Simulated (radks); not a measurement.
# Polarisabilities and dispersion coefficients of Be⁺, Kr²⁺, In and others

Aim: static dipole polarisabilities and C6 coefficients, each species in its NIST ground configuration. After each ground state the linear response is solved; its values go to the run's result record, not to the log. Response by self-consistent Sternheimer equations with the Hartree and adiabatic LDA kernel.

Program: radks (a radial shooting solver on a logarithmic mesh, Libxc functionals) version 1. Level of theory: non-relativistic Kohn-Sham, LDA (Slater exchange, VWN5 correlation), spin-polarised, spherical densities, point nucleus; open shells are filled with parallel spins first. These are calculated values, not measurements, unless marked.

## 1. Starting point

* species: Be⁺ ([He] 2s1), Kr²⁺ ([Ar] 3d10 4s2 4p4), In ([Kr] 4d10 5s2 5p1), Co ([Ar] 3d7 4s2), Mo²⁺ ([Kr] 4d4), N ([He] 2s2 2p3), Rh ([Kr] 4d8 5s1)

In the logs a row gives level, spin channel, occupation and eigenvalue; Etot, Ekin, Encl (electron-nucleus), Eh (Hartree) and Exc are energies, all in hartree; err is the last residual, it the number of iterations.

## 2. Be⁺, [He] 2s1

Settings of this run:

```text
Z 4
configuration [He] 2s1
relativity non-relativistic
functional lda,vwn5
spin polarised
nucleus point
response adiabatic LDA kernel
```

What it wrote:

```text
1s      1   1.0000          -4.28014792
2s      1   1.0000          -0.52548229
1s      2   1.0000          -4.26187369
2s      2   0.0000          -0.44255029
Etot -14.115512229283876
Ekin 14.003159680267412
Encl -31.585063871856264
Eh 5.782640236247667
Exc -2.3162482739426915
err 2.9911206567583056e-10
it 13
```

Highest occupied level: 2s up at -14.299 eV. The response step gives α = 21.21 bohr³ (25.05 without the induced potential) and C6 = 55.66 hartree bohr⁶.

Radial moments (bohr):

```
  level  occupation  energy (eV)     <r>  outermost maximum (interpolated)  90 % within  nodes
  1s up           1      -116.47  0.4241                             0.268        0.765      0
1s down           1      -115.97  0.4234                             0.269        0.763      0
  2s up           1      -14.299   2.265                              1.88         3.50      1
2s down           0      -12.042   2.375                              1.91         3.73      1
```

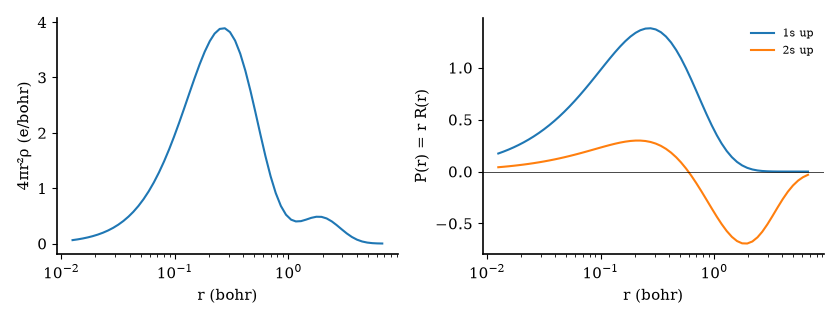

Radial density (left) and radial functions of outer levels (right).

## 3. Kr²⁺, [Ar] 3d10 4s2 4p4

Settings, as their differences from step 2:

```diff
@@ -1,3 +1,3 @@
-Z 4
-configuration [He] 2s1
+Z 36
+configuration [Ar] 3d10 4s2 4p4
 relativity non-relativistic
```

What it wrote:

```text
1s      1   1.0000        -510.93473599
2s      1   1.0000         -67.22608933
2p      1   3.0000         -60.95995202
3s      1   1.0000         -10.24952295
3p      1   3.0000          -8.02131219
3d      1   5.0000          -4.00838234
4s      1   1.0000          -1.68977946
4p      1   3.0000          -1.17105158
1s      2   1.0000        -510.92783472
2s      2   1.0000         -67.22150683
2p      2   3.0000         -60.95349890
3s      2   1.0000         -10.24034829
3p      2   3.0000          -8.01105044
3d      2   5.0000          -3.99616018
4s      2   1.0000          -1.62351770
4p      2   1.0000          -1.10716695
Etot -2748.7176555107417
Ekin 2746.447247686025
Encl -6543.82176981558
Eh 1139.7221307953278
Exc -91.06526417651423
err 5.255270280210878e-09
it 14
```

The top filled level is 4p down, -30.128 eV. The response step gives α = 7.551 bohr³ (12.04 without the induced potential) and C6 = 37.43 hartree bohr⁶.

## 4. In, [Kr] 4d10 5s2 5p1

Settings of this run:

```text
Z 49
configuration [Kr] 4d10 5s2 5p1
relativity non-relativistic
functional lda,vwn5
spin polarised
nucleus point
response adiabatic LDA kernel
```

What it wrote:

```text
1s      1   1.0000        -983.64588530
2s      1   1.0000        -144.07664844
2p      1   3.0000        -134.62721407
3s      1   1.0000         -27.21902389
3p      1   3.0000         -23.34421683
3d      1   5.0000         -16.13823288
4s      1   1.0000          -4.06128017
4p      1   3.0000          -2.79456559
4d      1   5.0000          -0.73011800
5s      1   1.0000          -0.29773247
5p      1   1.0000          -0.10943382
1s      2   1.0000        -983.64544370
2s      2   1.0000        -144.07653640
2p      2   3.0000        -134.62694316
3s      2   1.0000         -27.21867343
3p      2   3.0000         -23.34383421
3d      2   5.0000         -16.13790740
4s      2   1.0000          -4.06057582
4p      2   3.0000          -2.79368360
4d      2   5.0000          -0.72744989
5s      2   1.0000          -0.27953460
5p      2   0.0000          -0.09040103
Etot -5737.313809130195
Ekin 5733.950327564797
Encl -13654.958267535596
Eh 2334.5158860310494
Exc -150.82175519044554
err 5.260041073276331e-09
it 14
```

5p up is the highest filled level (-2.978 eV). The response step gives α = 73.91 bohr³ (111.2 without the induced potential) and C6 = 767.1 hartree bohr⁶.

## 5. Co, [Ar] 3d7 4s2

Settings of this run:

```text
Z 27
configuration [Ar] 3d7 4s2
relativity non-relativistic
functional lda,vwn5
spin polarised
nucleus point
response adiabatic LDA kernel
```

What it wrote:

```text
1s      1   1.0000        -275.60565373
2s      1   1.0000         -32.39766925
2p      1   3.0000         -28.16285632
3s      1   1.0000          -3.69979717
3p      1   3.0000          -2.43528404
3d      1   5.0000          -0.36471968
4s      1   1.0000          -0.21337793
1s      2   1.0000        -275.60488019
2s      2   1.0000         -32.33569039
2p      2   3.0000         -28.11571144
3s      2   1.0000          -3.58247949
3p      2   3.0000          -2.32066172
3d      2   2.0000          -0.26343279
4s      2   1.0000          -0.19425188
Etot -1380.167299146599
Ekin 1378.5527110566045
Encl -3291.553846461383
Eh 589.3950297117128
Exc -56.56119345353339
err 2.69568171497312e-09
it 14
```

4s down is the highest filled level (-5.286 eV). The response step gives α = 51.55 bohr³ (94.04 without the induced potential) and C6 = 429.9 hartree bohr⁶.

## 6. Mo²⁺, [Kr] 4d4

Settings of this run:

```text
Z 42
configuration [Kr] 4d4
relativity non-relativistic
functional lda,vwn5
spin polarised
nucleus point
response adiabatic LDA kernel
```

What it wrote:

```text
1s      1   1.0000        -709.90853720
2s      1   1.0000         -99.19016318
2p      1   3.0000         -91.47576948
3s      1   1.0000         -17.36464142
3p      1   3.0000         -14.39846538
3d      1   5.0000          -8.94381687
4s      1   1.0000          -2.94563455
4p      1   3.0000          -2.09799103
4d      1   4.0000          -0.82031012
1s      2   1.0000        -709.90855539
2s      2   1.0000         -99.17246447
2p      2   3.0000         -91.46230387
3s      2   1.0000         -17.35231301
3p      2   3.0000         -14.38498020
3d      2   5.0000          -8.92567762
4s      2   1.0000          -2.85558862
4p      2   3.0000          -2.00324693
4d      2   0.0000          -0.72352230
Etot -3972.2742455027283
Ekin 3969.552075525651
Encl -9436.534287119779
Eh 1611.5039783575094
Exc -116.79601226610984
err 6.1956935848400356e-09
it 14
```

The top filled level is 4d up, -22.322 eV. The response step gives α = 9.922 bohr³ (13.91 without the induced potential) and C6 = 52.94 hartree bohr⁶.

## 7. N, [He] 2s2 2p3

Settings, as their differences from step 6:

```diff
@@ -1,3 +1,3 @@
-Z 42
-configuration [Kr] 4d4
+Z 7
+configuration [He] 2s2 2p3
 relativity non-relativistic
```

What it wrote:

```text
1s      1   1.0000         -13.99569683
2s      1   1.0000          -0.72075988
2p      1   3.0000          -0.30884797
1s      2   1.0000         -13.93055873
2s      2   1.0000          -0.56135400
2p      2   0.0000          -0.16070463
Etot -54.136798660661604
Ekin 53.86117728889796
Encl -127.71783978463601
Eh 26.005085352332845
Exc -6.285221517256397
err 1.19415770837816e-09
it 13
```

Highest occupied level: 2p up at -8.404 eV. The response step gives α = 8.185 bohr³ (10.18 without the induced potential) and C6 = 27.98 hartree bohr⁶.

## 8. Rh, [Kr] 4d8 5s1

Settings of this run:

```text
Z 45
configuration [Kr] 4d8 5s1
relativity non-relativistic
functional lda,vwn5
spin polarised
nucleus point
response adiabatic LDA kernel
```

What it wrote:

```text
1s      1   1.0000        -821.13140356
2s      1   1.0000        -116.80691250
2p      1   3.0000        -108.35637077
3s      1   1.0000         -20.76417559
3p      1   3.0000         -17.41417508
3d      1   5.0000         -11.21738746
4s      1   1.0000          -2.84303414
4p      1   3.0000          -1.82460986
4d      1   5.0000          -0.25836800
5s      1   1.0000          -0.16850829
1s      2   1.0000        -821.13051393
2s      2   1.0000        -116.79566563
2p      2   3.0000        -108.34760410
3s      2   1.0000         -20.75600136
3p      2   3.0000         -17.40537893
3d      2   5.0000         -11.20603261
4s      2   1.0000          -2.79643309
4p      2   3.0000          -1.77671316
4d      2   3.0000          -0.20894313
5s      2   0.0000          -0.13142099
Etot -4683.334924492482
Ekin 4680.3047014773565
Encl -11155.811523073975
Eh 1923.4968667084704
Exc -131.32496960433411
err 2.258374164134273e-09
it 14
```

Highest occupied level: 5s up at -4.585 eV. The response step gives α = 59.08 bohr³ (95.86 without the induced potential) and C6 = 517.5 hartree bohr⁶.

## 9. Results

```
species  −ε(HOMO) (eV)  α (bohr³)  α uncoupled (bohr³)  C6 (hartree bohr⁶)  C8 (hartree bohr⁸)  recommended α (bohr³)
    Be⁺         14.299      21.21                25.05               55.66                1155                      -
   Kr²⁺         30.128      7.551                12.04               37.43                   -                      -
     In          2.978      73.91                111.2               767.1                   -                     65
     Co          5.286      51.55                94.04               429.9                   -                     55
   Mo²⁺         22.322      9.922                13.91               52.94                   -                      -
      N          8.404      8.185                10.18               27.98                   -                    7.4
     Rh          4.585      59.08                95.86               517.5                   -                     66
```

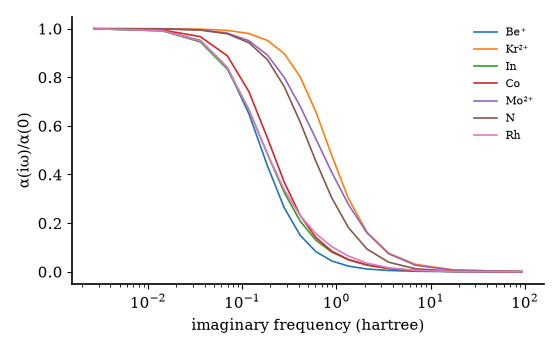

Polarisability at imaginary frequency, each scaled by its static value.

**Reading.** Uncoupled leaves out the potential induced by the response; C6 and C8 are for like pairs. In is the most polarisable and Kr²⁺ the least, a factor 9.79 apart. For the pair In–Kr²⁺ the Casimir-Polder integral gives C6 = 141.3, the rule 2·Ca·Cb/(Ca·αb/αa + Cb·αa/αb) on the like-pair values 129.1. Against the recommended values (Schwerdtfeger and Nagle, 2023 table) the misses are In +14 %, Co -6 %, N +11 %, Rh -10 %. C8 is given only where no p, d or f shell is open. For heavy and open-shell atoms this level can miss by tens of per cent.
